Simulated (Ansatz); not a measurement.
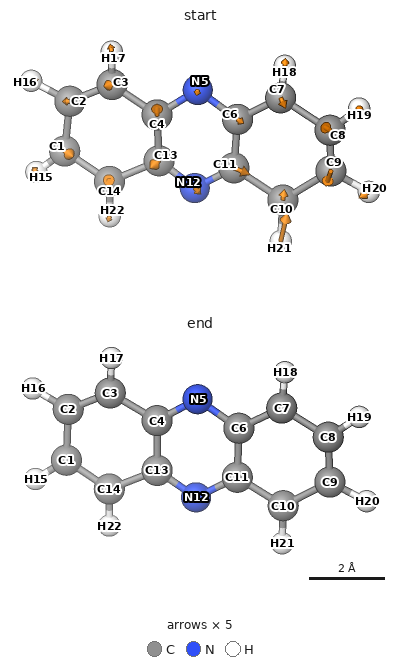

The structure of C₁₂H₈N₂ before (top) and after (bottom) a relaxation, at one scale. The orange arrows give the displacements, 5 times their true length.

Style: ball-and-stick. Shown at a tilt.

Method: Ansatz 0.2.0, RHF/cc-pVTZ-DK.

The input:
```yaml
crystal:
  periodic: [false, false, false]
  atoms:
    - {symbol: C, position_ang: [-0.578938, -3.572118, -0.841038]}
    - {symbol: C, position_ang: [-1.809102, -3.112762, -0.092225]}
    - {symbol: C, position_ang: [-1.978374, -1.886337, 0.318701]}
    - {symbol: C, position_ang: [-0.924690, -0.876028, 0.296873]}
    - {symbol: N, position_ang: [-1.324574, 0.350746, 0.585701]}
    - {symbol: C, position_ang: [-0.336658, 1.220281, 0.397877]}
    - {symbol: C, position_ang: [-0.623548, 2.500576, 0.863154]}
    - {symbol: C, position_ang: [0.509517, 3.612341, 0.829183]}
    - {symbol: C, position_ang: [1.548008, 3.373022, 0.270980]}
    - {symbol: C, position_ang: [1.989798, 1.908694, -0.407235]}
    - {symbol: C, position_ang: [0.878530, 0.816119, -0.189395]}
    - {symbol: N, position_ang: [1.155198, -0.350581, -0.608019]}
    - {symbol: C, position_ang: [0.241926, -1.128419, -0.503941]}
    - {symbol: C, position_ang: [0.481847, -2.560085, -0.740419]}
    - {symbol: H, position_ang: [-0.210438, -4.452248, -1.122113]}
    - {symbol: H, position_ang: [-2.559585, -4.005412, 0.043176]}
    - {symbol: H, position_ang: [-2.802647, -1.673018, 0.933178]}
    - {symbol: H, position_ang: [-1.414884, 2.813218, 1.264106]}
    - {symbol: H, position_ang: [0.121405, 4.512396, 1.047534]}
    - {symbol: H, position_ang: [2.290613, 4.229789, -0.105744]}
    - {symbol: H, position_ang: [3.008096, 1.580315, -1.134985]}
    - {symbol: H, position_ang: [1.356919, -2.790023, -1.404975]}
basis:
  gaussian: {orbitals: cc-pVTZ-DK, point_charges: [{charge: 0.50, position_ang: [6.150, -0.500, 0.261]}]}
hamiltonian: {xc: {name: HF}}
relax: {f_tol: 0.001, max_steps: 2}
output: {forces: true}
```

Run as
```bash
ansatz run in.yaml --threads 4 --pin off --events-out ev --progress --plain --max-ram 46080MiB --backend cuda --devices 0, --max-vram 37GiB
```

Question: Describe what moved and what it gained.

Answer: The relaxation stopped without meeting its thresholds, so the last structure isn't shown to be converged. The input was poor on purpose: steps. The energy falls by 671.9 kJ/mol in 1 geometry step. The largest force component goes from 15 to 5.5 eV/Å. H21 moves most after the best rigid fit: 0.20 Å. Largest moves by element: H 0.20 Å, C 0.16 Å, N 0.05 Å. Near-neighbour distances that change, for instance: C9–C10 1.673 → 1.520 Å, C10–H21 1.294 → 1.166 Å, C10–C11 1.574 → 1.449 Å, C8–C9 1.203 → 1.320 Å. Bond angles that change, for instance: C10–C9–H20 109.6° → 119.6°, C2–C1–C14 110.1° → 119.3°, C1–C14–H22 112.4° → 120.2°. The run took about 21 s of wall time on a shared GPU.

Limits of the set-up: Hartree-Fock leaves out electron correlation.
